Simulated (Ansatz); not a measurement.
# One shape, several levels: C2H2FN (fluoroacetonitrile)

We compute a comparison of 3 runs (HF/def2-SVP, B3LYP/6-31G*) of C2H2FN (fluoroacetonitrile). 

The results are computed with Ansatz 0.2.0.

6 further runs of the same task are left out: 2 for a known fault of the program, 1 that didn't finish, 3 set aside as unsound or not needed.

### 1 The structure to begin with

C2H2FN has 6 atoms, charge 0, and is taken as a singlet. SMILES: `N#CCF`. Geometry: relaxed at PBE0-D4/def2-TZVP.

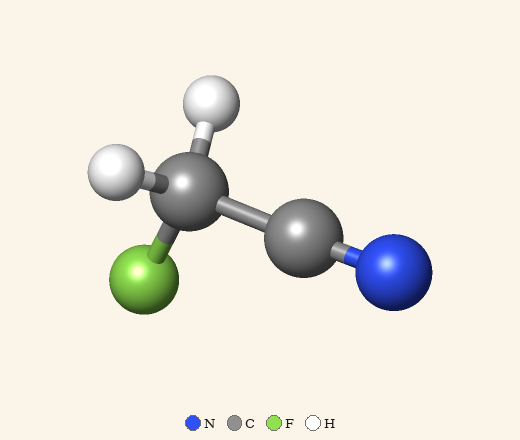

Viewed from a chosen angle; nitrogen blue, carbon grey, fluorine green, hydrogen white.

### 2 Energy and forces at HF/def2-SVP (run 1)

File in.yaml:

```yaml
crystal:
  periodic: [false, false, false]
  atoms:
    - {symbol: N, position_ang: [-1.529900, -1.437900, 0.378100]}
    - {symbol: C, position_ang: [-0.705300, -0.665400, 0.173900]}
    - {symbol: C, position_ang: [0.326600, 0.340600, -0.065100]}
    - {symbol: F, position_ang: [1.299700, -0.150000, -0.893200]}
    - {symbol: H, position_ang: [0.778700, 0.627700, 0.888400]}
    - {symbol: H, position_ang: [-0.127700, 1.220900, -0.528300]}
basis:
  gaussian:
    orbitals: def2-SVP
hamiltonian:
  xc: hf
output: {forces: true, orbitals: {seedname: orbitals}}
accuracy: high
```

Launch:

```
$ ansatz run in.yaml --threads 1 --pin off --max-ram 2610MiB --events-out events.jsonl --progress --plain --runs-dir runs
```

Log:

```text
Warning: RAYON_NUM_THREADS=1 ignored (pool sized by the plan → 1); use --threads N
Functional definition: HF
  name "HF"
  exchange = exact_x
  correlation = 0
1495 factors; integrals over basis functions are off by at most 3.2e-9 eV
mean field evaluation 1: about -6271.3677 eV, gradient 3.5e1 eV
mean field evaluation 2: about -6271.3747 eV, gradient 3.5e1 eV
mean field evaluation 4: about -6274.3074 eV, gradient 3.7e0 eV
mean field evaluation 8: about -6274.3598 eV, gradient 1.2e-1 eV
mean field -6274.35987116 eV, -230.5784723514 hartree, gradient 1.5e-8 eV, S^2 0.000000; 0 other end points of the search recorded, 0 dependent functions left out
the calculation of the forces begins
reference -6274.35987116 eV, -230.5784723514 hartree; 15, 15 occupied and 51, 51 virtual orbitals, 1495 factors
Total energy: -6274.35987116 eV, -230.5784723514 hartree
Atom 0 at    -1.529900    -1.437900     0.378100 Å, force     1.726792     1.618659    -0.427319 eV/Å
Atom 1 at    -0.705300    -0.665400     0.173900 Å, force    -2.037955    -1.979728     0.475258 eV/Å
Atom 2 at     0.326600     0.340600    -0.065100 Å, force     0.982653     0.321361    -0.492857 eV/Å
Atom 3 at     1.299700    -0.150000    -0.893200 Å, force    -0.706172     0.316499     0.584766 eV/Å
Atom 4 at     0.778700     0.627700     0.888400 Å, force    -0.070204    -0.081494    -0.207376 eV/Å
Atom 5 at    -0.127700     1.220900    -0.528300 Å, force     0.104886    -0.195297     0.067528 eV/Å
Dipole moment:     0.230459     0.659305     0.128611 e Å
```

Run time: 2 s. Hardware: 1 thread of Arm Neoverse V1, shared host; peak memory 0.14 GiB.

### 3 Energy and gradient at B3LYP/6-31G(d) (spherical functions) (run 2)

File job.yaml:

```yaml
crystal:
  periodic: [false, false, false]
  atoms:
    - {symbol: "N", position_ang: [-1.529900, -1.437900, 0.378100]}
    - {symbol: C, position_ang: [-0.705300, -0.665400, 0.173900]}
    - {symbol: C, position_ang: [0.326600, 0.340600, -0.065100]}
    - {symbol: F, position_ang: [1.299700, -0.150000, -0.893200]}
    - {symbol: H, position_ang: [0.778700, 0.627700, 0.888400]}
    - {symbol: H, position_ang: [-0.127700, 1.220900, -0.528300]}
basis:
  gaussian:
    orbitals: 6-31G_st_-spherical.json
hamiltonian:
  xc: {name: B3LYP}
accuracy: high
output: {forces: true, orbitals: {seedname: orbitals}}
```

The basis set 6-31G* is read from a file made from the Basis Set Exchange's data (not shown).

Launch:

```
$ ansatz run job.yaml --threads 1 --pin off --max-ram 2610MiB --events-out events.jsonl --progress --plain --runs-dir runs
```

Log (excerpt; [...] marks lines left out):

```text
Warning: RAYON_NUM_THREADS=1 ignored (pool sized by the plan → 1); use --threads N
Functional definition: B3LYP
  name "B3LYP"
[...]
1338 factors; integrals over basis functions are off by at most 2.9e-9 eV
[...]
mean field -6312.00140274 eV, -231.9617731223 hartree, gradient 5.5e-8 eV, S^2 0.000000; 0 other end points of the search recorded, 0 dependent functions left out
[...]
reference -6312.00142724 eV, -231.9617740228 hartree; 15, 15 occupied and 45, 45 virtual orbitals, 1338 factors
Total energy: -6312.00142724 eV, -231.9617740228 hartree
Atom 0 at    -1.529900    -1.437900     0.378100 Å, force    -1.026387    -0.989799     0.242242 eV/Å
Atom 1 at    -0.705300    -0.665400     0.173900 Å, force     0.737127     0.738631    -0.162297 eV/Å
Atom 2 at     0.326600     0.340600    -0.065100 Å, force     0.015096     0.239746     0.091973 eV/Å
Atom 3 at     1.299700    -0.150000    -0.893200 Å, force     0.313612    -0.172474    -0.272562 eV/Å
Atom 4 at     0.778700     0.627700     0.888400 Å, force     0.008975     0.072795     0.094621 eV/Å
Atom 5 at    -0.127700     1.220900    -0.528300 Å, force    -0.048423     0.111101     0.006022 eV/Å
Dipole moment:     0.254134     0.584104     0.081969 e Å
```

Wall time 4.5 s (1 thread of Arm Neoverse V1, shared host); peak memory 0.16 GiB.

### 4 Energy and forces at B3LYP/6-31G(d) (Cartesian functions) (run 3)

File job.yaml:

```yaml
basis:
  gaussian:
    orbitals: "6-31G*"
crystal:
  periodic: [false, false, false]
  atoms:
    - symbol: "N"
      position_ang: [-1.529900, -1.437900, 0.378100]
    - symbol: C
      position_ang: [-0.705300, -0.665400, 0.173900]
    - symbol: C
      position_ang: [0.326600, 0.340600, -0.065100]
    - symbol: F
      position_ang: [1.299700, -0.150000, -0.893200]
    - symbol: H
      position_ang: [0.778700, 0.627700, 0.888400]
    - symbol: H
      position_ang: [-0.127700, 1.220900, -0.528300]
hamiltonian:
  xc: {name: B3LYP}
accuracy: high
output: {forces: true, orbitals: {seedname: orbitals}}
```

Launch:

```
$ ansatz run job.yaml --threads 1 --pin off --max-ram 2610MiB --events-out events.jsonl --progress --plain --runs-dir runs
```

Log (excerpt; [...] marks lines left out):

```text
Warning: RAYON_NUM_THREADS=1 ignored (pool sized by the plan → 1); use --threads N
Functional definition: B3LYP
  name "B3LYP"
[...]
1364 factors; integrals over basis functions are off by at most 2.8e-9 eV
[...]
mean field -6312.12473445 eV, -231.9663054791 hartree, gradient 2.9e-8 eV, S^2 0.000000; 0 other end points of the search recorded, 0 dependent functions left out
[...]
reference -6312.12475897 eV, -231.9663063802 hartree; 15, 15 occupied and 49, 49 virtual orbitals, 1364 factors
Total energy: -6312.12475897 eV, -231.9663063802 hartree
Atom 0 at    -1.529900    -1.437900     0.378100 Å, force    -1.034203    -1.001153     0.242490 eV/Å
Atom 1 at    -0.705300    -0.665400     0.173900 Å, force     0.748508     0.752218    -0.163890 eV/Å
Atom 2 at     0.326600     0.340600    -0.065100 Å, force     0.001671     0.246808     0.103514 eV/Å
Atom 3 at     1.299700    -0.150000    -0.893200 Å, force     0.327738    -0.186883    -0.287632 eV/Å
Atom 4 at     0.778700     0.627700     0.888400 Å, force     0.005881     0.075981     0.095554 eV/Å
Atom 5 at    -0.127700     1.220900    -0.528300 Å, force    -0.049594     0.113029     0.009963 eV/Å
Dipole moment:     0.254651     0.584394     0.081760 e Å
```

It took 4.5 s on 1 thread of Arm Neoverse V1, shared host; peak memory 0.16 GiB.

### 5 Overview of the runs

| run | level | Cartesian functions | energy (Eh) | dipole moment (D) | HOMO energy (eV) | LUMO energy (eV) | wall time |
| --- | --- | --- | --- | --- | --- | --- | --- |
| 1 | HF/def2-SVP | no | -230.578472 | 3.41 | -13.24 | 3.93 | 2 s |
| 2 | B3LYP/6-31G* (spherical functions) | no | -231.961774 | 3.08 | -9.33 | -0.26 | 4.5 s |
| 3 | B3LYP/6-31G* (Cartesian functions) | yes | -231.966306 | 3.09 | -9.33 | -0.27 | 4.5 s |

### 6 Results

| quantity | value |
| --- | --- |
| run 3: total energy | -231.96631 Eh |
| run 3: dipole moment | 3.09 D |
| run 3: HOMO energy | -9.33 eV |
| run 3: LUMO energy | -0.27 eV |
| run 3: HOMO–LUMO gap | 9.06 eV |
| run 3: largest force on an atom | 1.460 eV/Å |

In words: The dipole moment (its size) runs from 3.08 D (B3LYP/6-31G*) to 3.41 D (HF/def2-SVP). The two ends differ in method and basis. The HOMO–LUMO gap runs from 9.06 eV (B3LYP/6-31G*) to 17.16 eV (HF/def2-SVP). All runs together took 11 s, the longest 4.5 s.
